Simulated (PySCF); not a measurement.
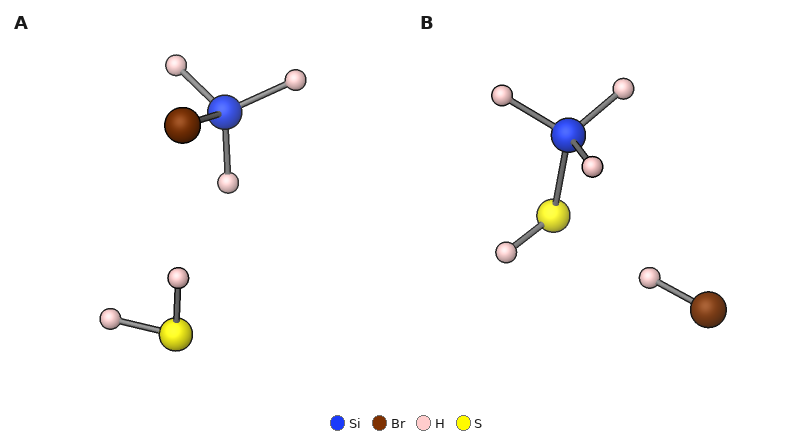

2 stationary structures of one formula. Geometries: PBE0-D4/def2-TZVP. Electronic energies: PBE0-D4/def2-TZVP (PySCF 2.14.0), without zero-point energy. No frequency run is at hand to confirm each as a minimum. Each is one conformer, not always the lowest.

Which structure is the most stable?

Answer. A is lowest (C1); B lies 5.7 kcal/mol above it (C1).

Give E(B) − E(A) in kcal/mol at these levels too: RHF-CCSD(T) (frozen core)/def2-TZVPP; PBE0-D4/def2-SVP; RHF-MP2 (frozen core)/def2-QZVPP; RHF/STO-3G; CCSD(T)/CBS (MP2 limit from def2-TZVPP and def2-QZVPP plus CCSD(T) − MP2); PBE-D4/def2-SVP; B3LYP-D4/def2-TZVPP; B3LYP-D4/6-31G.

```csv
level,E(B) − E(A) (kcal/mol)
RHF-CCSD(T) (frozen core)/def2-TZVPP,+6.9
PBE0-D4/def2-SVP,+4.5
RHF-MP2 (frozen core)/def2-QZVPP,+6.9
RHF/STO-3G,+13.0
CCSD(T)/CBS (MP2 limit from def2-TZVPP and def2-QZVPP plus CCSD(T) − MP2),+7.3
PBE-D4/def2-SVP,+3.5
B3LYP-D4/def2-TZVPP,+6.2
B3LYP-D4/6-31G,+2.8
```
